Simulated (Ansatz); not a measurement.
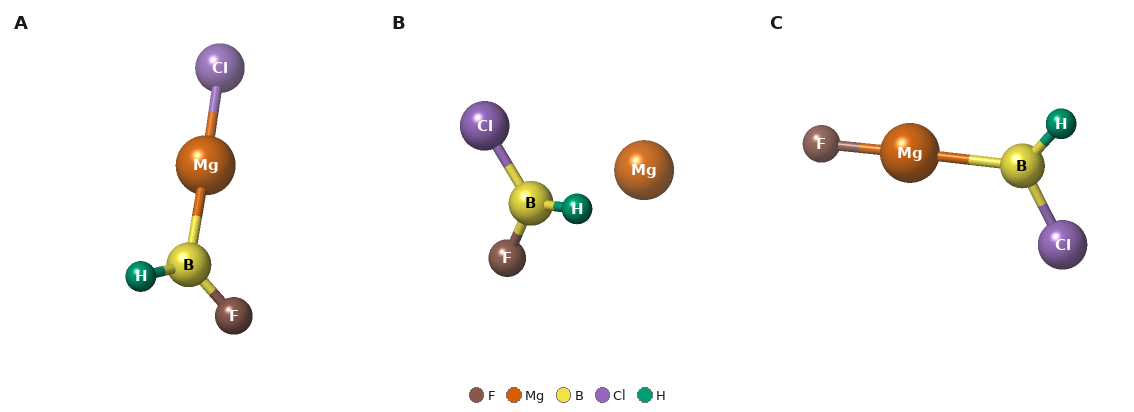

3 stationary structures of one formula. Geometries: PBE-D4/def2-SVP. Electronic energies: PBE-D4/def2-SVP (Ansatz 0.2.0), without zero-point energy. No frequency run is at hand to confirm each as a minimum.

Question: Which is lowest in energy, and by how much?

Answer: A is lowest; B lies 0.184 eV above it (C1), C lies 0.597 eV above it (Cs).
